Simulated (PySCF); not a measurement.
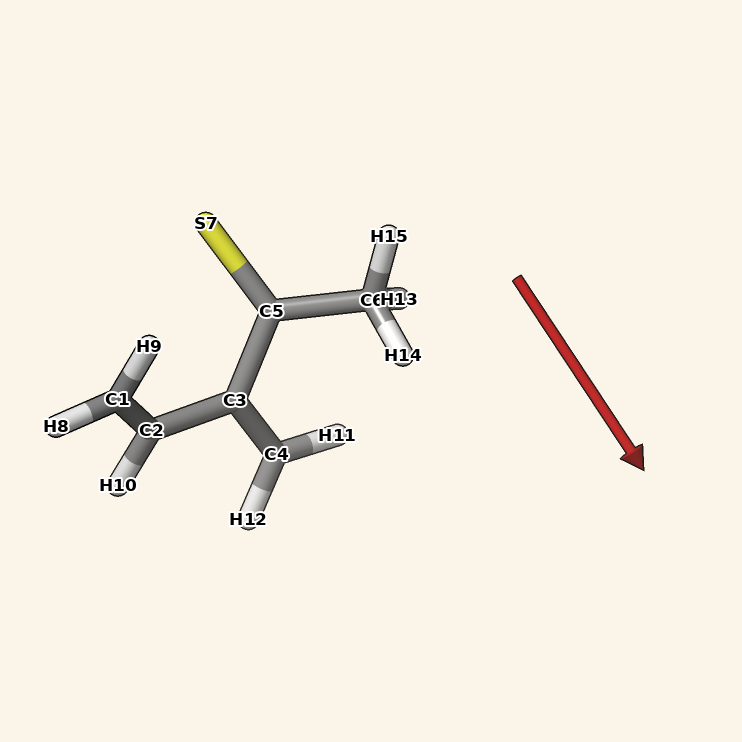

The arrow beside the molecule shows the direction of the dipole moment, from the negative to the positive end (its length means nothing). The geometry was computed by an optimisation with GFN2-xTB. No frequency run is at hand to confirm it as a minimum. Level of theory: ωB97X-D/def2-SVPD, gas phase (PySCF 2.14.0).

> Estimate the dipole moment.

2.67 D; it points from the side of S7 to the side of H12 (the outermost atoms at the two ends).
